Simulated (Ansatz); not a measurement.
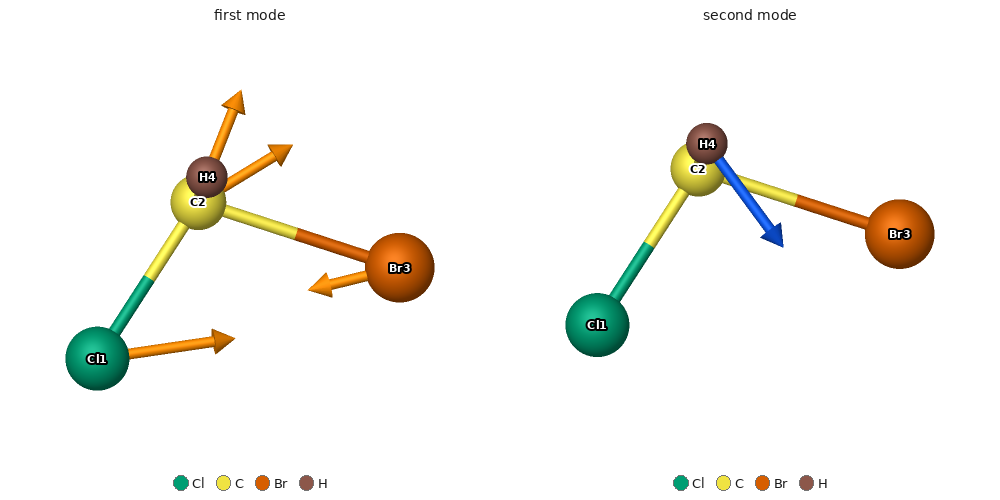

The system is CHBrCl, SMILES Cl[CH-]Br, charge −1; the picture shows the reference structure; its two panels give the patterns of the first and the second mode as arrows. First axis: normal mode 1 (169 cm⁻¹). Second axis: normal mode 4 (1062 cm⁻¹). Nothing is relaxed (straight displacements along the two mass-weighted modes). Grid: 13 × 13 points. Energies are in kJ/mol, from the lowest grid point. Theory: Ansatz, RHF/def2-SVPD.

Its coordinates:

```yaml
atoms:
  - { symbol: Cl, position_ang: [-1.6043, 0.3205, -0.4282] }
  - { symbol: C, position_ang: [0.2653, 0.0835, -0.5589] }
  - { symbol: Br, position_ang: [0.7584, -1.3516, 0.9609] }
  - { symbol: H, position_ang: [0.5806, 0.9476, 0.0263] }
```

Range: normal mode 1 (169 cm⁻¹) from −2.39 to 2.39 amu½·Å; normal mode 4 (1062 cm⁻¹) from −0.380 to 0.380 amu½·Å.

What landscape does the calculation give?

The lowest grid point is at normal mode 1 (169 cm⁻¹) = 0.00 amu½·Å, normal mode 4 (1062 cm⁻¹) = 0.000 amu½·Å. No other kind of well shows on this grid. The highest grid point, normal mode 1 (169 cm⁻¹) = 2.39 amu½·Å, normal mode 4 (1062 cm⁻¹) = −0.380 amu½·Å, lies 99.8 kJ/mol above the lowest.

| normal mode 4 (1062 cm⁻¹) ↓, normal mode 1 (169 cm⁻¹) → | −2.39 | −1.99 | −1.59 | −1.19 | −0.80 | −0.40 | 0.00 | 0.40 | 0.80 | 1.19 | 1.59 | 1.99 | 2.39 |
| --- | --- | --- | --- | --- | --- | --- | --- | --- | --- | --- | --- | --- | --- |
| 0.380 | 52.1 | 48.2 | 44.4 | 41.1 | 38.4 | 36.6 | 36.0 | 36.9 | 40.0 | 45.9 | 55.3 | 69.1 | 88.4 |
| 0.317 | 39.6 | 35.7 | 32.1 | 28.9 | 26.3 | 24.5 | 23.9 | 24.9 | 28.0 | 33.9 | 43.4 | 57.2 | 76.6 |
| 0.254 | 29.9 | 26.2 | 22.7 | 19.6 | 17.0 | 15.2 | 14.6 | 15.6 | 18.8 | 24.7 | 34.2 | 48.1 | 67.5 |
| 0.190 | 22.9 | 19.3 | 15.9 | 12.8 | 10.2 | 8.5 | 7.9 | 8.9 | 12.0 | 17.9 | 27.4 | 41.3 | 60.8 |
| 0.127 | 18.4 | 14.8 | 11.5 | 8.4 | 5.8 | 4.0 | 3.4 | 4.3 | 7.4 | 13.3 | 22.8 | 36.8 | 56.4 |
| 0.063 | 15.9 | 12.4 | 9.0 | 6.0 | 3.4 | 1.5 | 0.8 | 1.7 | 4.8 | 10.7 | 20.2 | 34.3 | 54.1 |
| 0.000 | 15.1 | 11.7 | 8.3 | 5.2 | 2.6 | 0.7 | 0.0 | 0.9 | 4.0 | 9.9 | 19.6 | 33.8 | 53.8 |
| −0.063 | 15.9 | 12.5 | 9.1 | 6.0 | 3.4 | 1.5 | 0.8 | 1.7 | 4.9 | 11.0 | 20.8 | 35.3 | 55.6 |
| −0.127 | 17.9 | 14.5 | 11.2 | 8.2 | 5.6 | 3.8 | 3.2 | 4.3 | 7.6 | 13.9 | 24.0 | 38.8 | 59.5 |
| −0.190 | 21.1 | 17.8 | 14.7 | 11.7 | 9.3 | 7.7 | 7.3 | 8.6 | 12.2 | 18.8 | 29.3 | 44.6 | 65.8 |
| −0.254 | 25.4 | 22.4 | 19.5 | 16.8 | 14.7 | 13.3 | 13.2 | 14.9 | 18.9 | 25.9 | 36.9 | 52.7 | 74.5 |
| −0.317 | 31.1 | 28.5 | 25.9 | 23.6 | 21.8 | 20.9 | 21.2 | 23.3 | 27.8 | 35.4 | 46.9 | 63.4 | 85.9 |
| −0.380 | 38.3 | 36.1 | 34.0 | 32.2 | 30.9 | 30.5 | 31.4 | 34.0 | 39.1 | 47.2 | 59.4 | 76.6 | 99.8 |

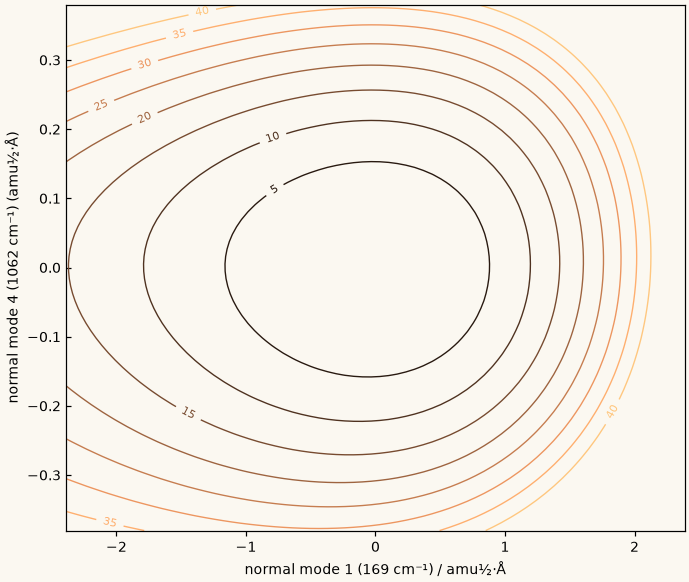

The picture shows contour lines labelled in kJ/mol (none above 40). Between grid points the surface is interpolated.

Time for the 169 points that were run: 14 min on 1 thread of Arm Neoverse V1 (shared host).
